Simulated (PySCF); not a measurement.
C5H12ClNSi2

The calculation's input:

```
{"job": {"kind": "nmr", "xc": "PBE0", "basis": "pcSseg-1"}, "charge": 0, "multiplicity": 1}
Si     3.264034     0.058959    -0.377270
N      1.568873     0.145517    -0.642910
C      0.613068     0.512742     0.398404
C      0.183349    -0.715450     1.150996
C     -1.024163    -1.257238     1.210641
C     -2.301153    -0.748323     0.610399
C     -2.118416     0.063826    -0.674660
Si    -0.854997     1.453557    -0.386354
Cl    -1.614680     2.804254     0.916094
H      3.644871     1.385744     0.110110
H      3.722656    -0.942368     0.600456
H      3.807894    -0.260832    -1.694487
H      1.159466    -0.508933    -1.292169
H      1.157648     1.157287     1.097233
H      1.003943    -1.222107     1.646012
H     -1.142521    -2.166838     1.787572
H     -2.807196    -0.126783     1.357136
H     -2.955788    -1.601971     0.413392
H     -1.763518    -0.598700    -1.465541
H     -3.088086     0.445535    -0.995284
H     -0.464204     2.139066    -1.615539
```

Command:

```sh
OMP_NUM_THREADS=1 python probes_run.py task.json out
```

Geometry: GFN2-xTB.

All numbers below come from PySCF, PBE0/pcSseg-1, SCF density, gas phase, non-relativistic.

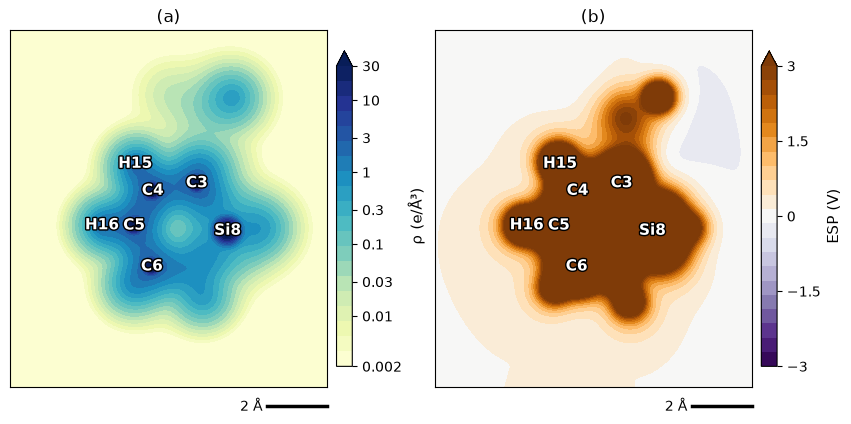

Figure 1. (a) electron density; (b) electrostatic potential on the plane of atoms C4, C5 and H16.

Q: Read the bonding off the picture.

A: Atoms in the plane: C, Si and H. C–C (1.32 Å): ρ at the midpoint is about 2.3 e/Å³. C–Si (1.91 Å): ρ at the midpoint is about 0.94 e/Å³. C–C (1.50 Å): ρ is about 1.7 e/Å³ halfway. The potential has no marked negative region in this plane.

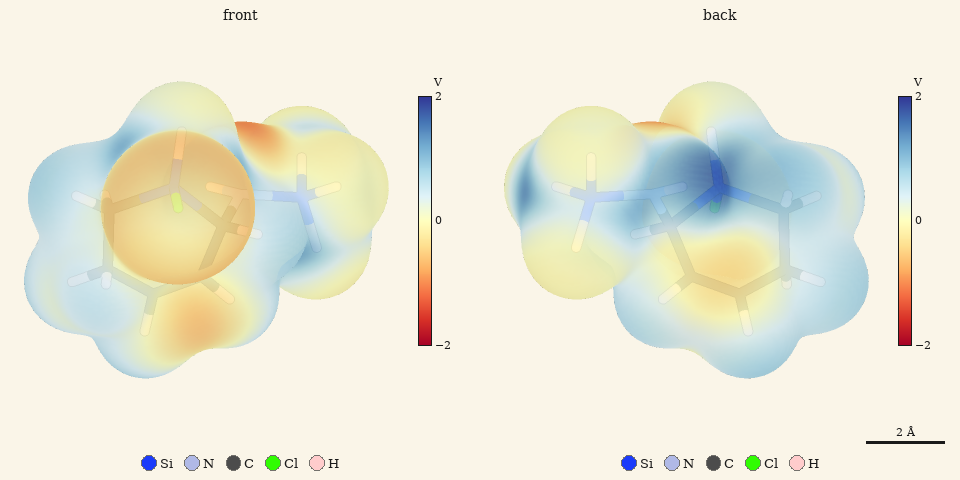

Figure 2. The electrostatic potential painted on the density surface at 0.002 e/bohr³, seen from the front and from behind; red is negative and blue positive.

Q: Where is the surface potential most negative and most positive?

A: The most negative region (about −0.9 V, or −21 kcal/mol for a unit charge) lies over N2, the most positive (about +1.6 V, or +37 kcal/mol for a unit charge) over H13.
